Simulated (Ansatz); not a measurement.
BGeH8NO

Input file:

```
crystal:
  periodic: [false, false, false]
  atoms:
    - {symbol: B, position_ang: [-1.474883, -0.637553, 1.729218]}
    - {symbol: Ge, position_ang: [0.361727, 1.458803, 0.993851]}
    - {symbol: N, position_ang: [-0.400614, -0.266176, 0.539824]}
    - {symbol: O, position_ang: [-1.977889, 0.702055, 2.041535]}
    - {symbol: H, position_ang: [-2.210603, 0.782167, 2.971422]}
    - {symbol: H, position_ang: [-0.803253, -1.156841, 2.623332]}
    - {symbol: H, position_ang: [-2.288940, -1.405325, 1.219804]}
    - {symbol: H, position_ang: [-0.892460, -0.201883, -0.355109]}
    - {symbol: H, position_ang: [0.310903, -0.991220, 0.427237]}
    - {symbol: H, position_ang: [0.715617, 1.463472, 2.479480]}
    - {symbol: H, position_ang: [1.667140, 1.469585, 0.153761]}
    - {symbol: H, position_ang: [-0.560481, 2.571342, 0.499818]}
basis:
  gaussian: {orbitals: def2-TZVPD}
output: {forces: true, orbitals: {seedname: orbitals}}
hamiltonian: {xc: pbe0}
```

Command:

```sh
ansatz run input.yaml --threads 2 --pin off --max-ram 4350MiB --events-out events.jsonl --progress --plain --runs-dir runs
```

Geometry: B3LYP-D3(BJ)/def2-SVP.

These are results of isolated molecule in a Gaussian basis; Kohn-Sham density functional theory, functional PBE0 in Ansatz, not measurements.

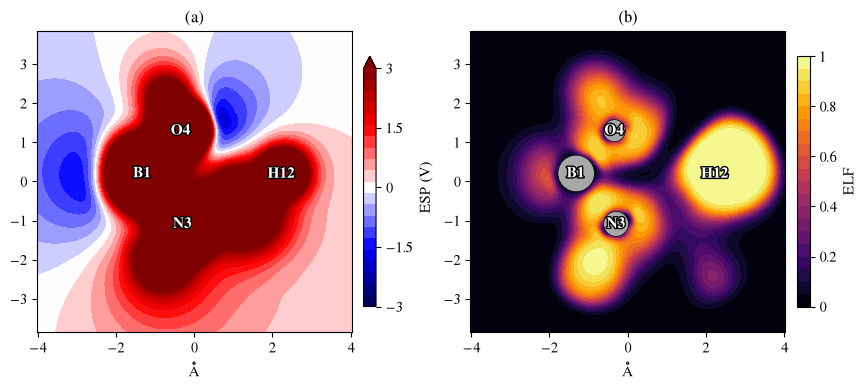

Figure 1. (a) electrostatic potential; (b) electron localisation function on the plane of atoms N3, B1 and O4. Grey discs cover the atomic cores in the ELF map.

> Interpret the plot.

Atoms in the plane: B, N, O and H.
B–O (1.46 Å): the ELF peaks at about 0.90 between the atoms; a shared but strongly polarised pair.
B–N (1.65 Å): the ELF peaks at about 0.95 between the atoms, as expected for a shared but strongly polarised pair.
The ELF also peaks beside O4, away from the bonds: lone-pair regions.
Outside the dense part of the molecule the potential is most negative (−1.9 V) near O4.

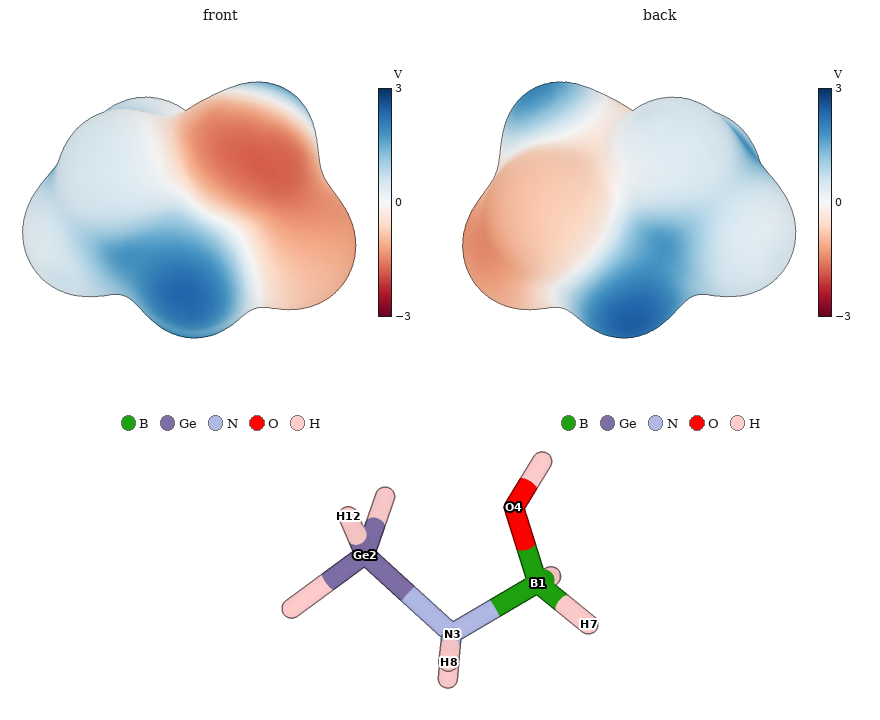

Figure 2. The molecular electrostatic potential painted on the density surface at 0.002 e/bohr³, seen from the front and from behind; red is negative and blue positive. The bare structure is drawn below in the same view.

> Which sites attract a positive test charge, and which a negative one?

A positive charge is drawn to the negative regions and a negative charge to the positive ones. The most negative region (about −1.8 V) lies over O4, the most positive (about +2.4 V) over H8 and H9. O4 is the likeliest acceptor of a hydrogen bond.

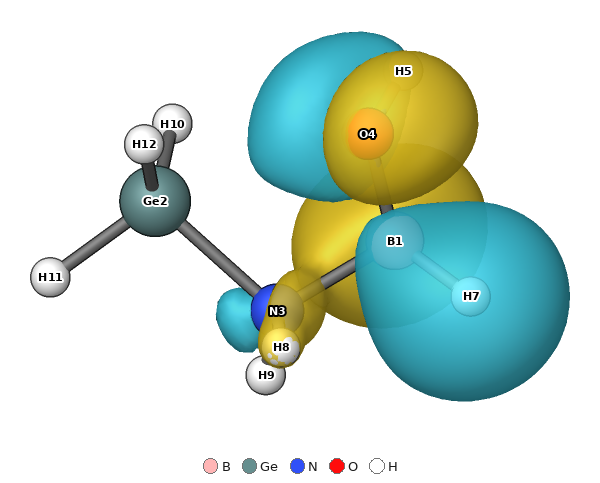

Figure 3. The HOMO at ±0.08 Å⁻³ᐟ² (yellow and cyan are the two phases), seen across its widest extent.

> Describe this orbital and give its energy.

Its weight (Hirshfeld) is mainly on O4 (about 35 %), B1 (about 20 %), H7 (about 20 %) and H6 (about 15 %). Its energy is −6.77 eV.
